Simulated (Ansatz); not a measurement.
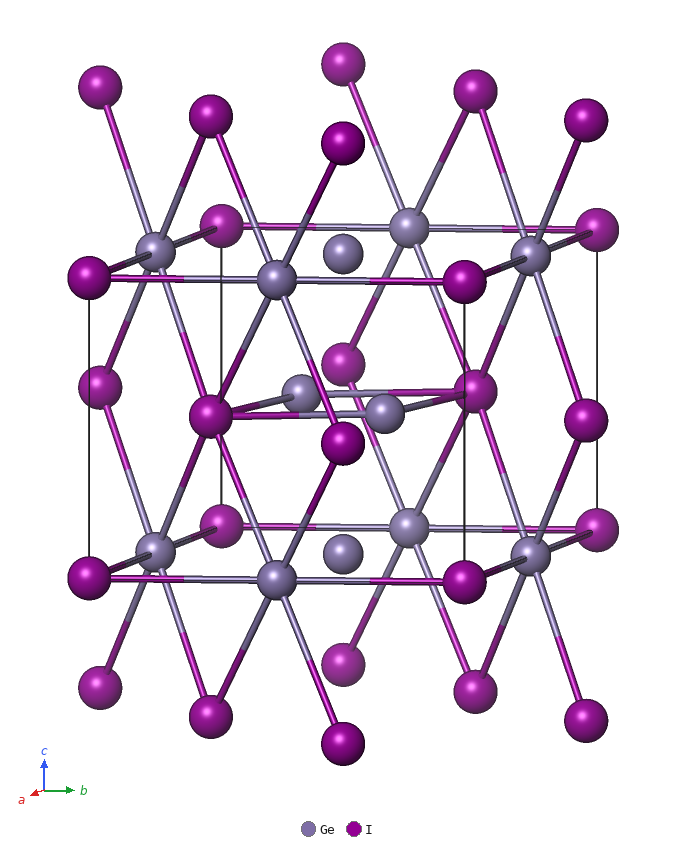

An orthographic ball-and-stick view of the structure, slightly off an axis. One simulation cell is outlined, and atoms on its boundary appear in each equivalent place. A few atoms beyond the faces are included.

```yaml
crystal:
  lattice:
    - [3.89231, -5.21605, 0.00000]
    - [3.89231, 5.21605, 0.00000]
    - [0.00000, 0.00000, 5.25086]
  atoms:
    - { symbol: Ge, position: [0.50000, 0.50000, 0.00000] }
    - { symbol: Ge, position: [0.50000, 0.00000, 0.00000] }
    - { symbol: Ge, position: [0.00000, 0.50000, 0.00000] }
    - { symbol: Ge, position: [0.32878, 0.32878, 0.50000] }
    - { symbol: Ge, position: [0.67122, 0.67122, 0.50000] }
    - { symbol: I, position: [0.00000, 0.00000, 0.00000] }
    - { symbol: I, position: [0.23940, 0.76060, 0.50000] }
    - { symbol: I, position: [0.76060, 0.23940, 0.50000] }
```

All computed values are from DFT PBE, scalar-relativistic, plane waves, PAW (Ansatz). Settings: plane waves to 420 eV, a 6×6×8 sampling of the Brillouin zone, Gaussian smearing of 0.1 eV, no spin polarisation.

**What charge does Bader's analysis assign to each element?**

Ge -0.06 to +0.37 e; I -0.42 to -0.37 e.

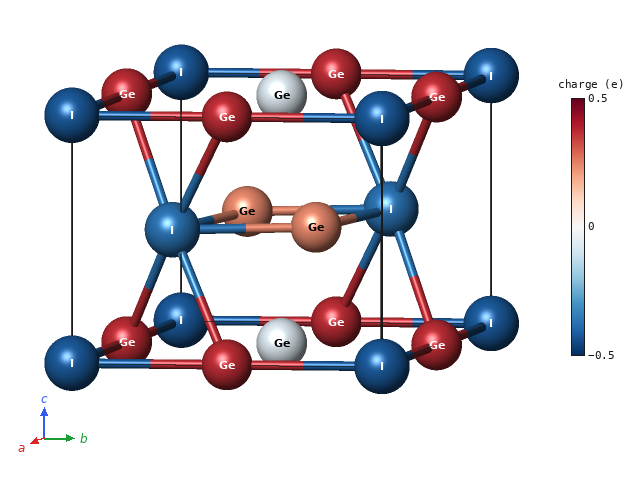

The atoms coloured by those charges.

Its origin is a structure type filled with these elements by a generator (whether the compound takes this form wasn't checked). Earlier steps of the study may have refined or changed the cell and positions. An electronic-structure calculation with Ansatz was run on it.
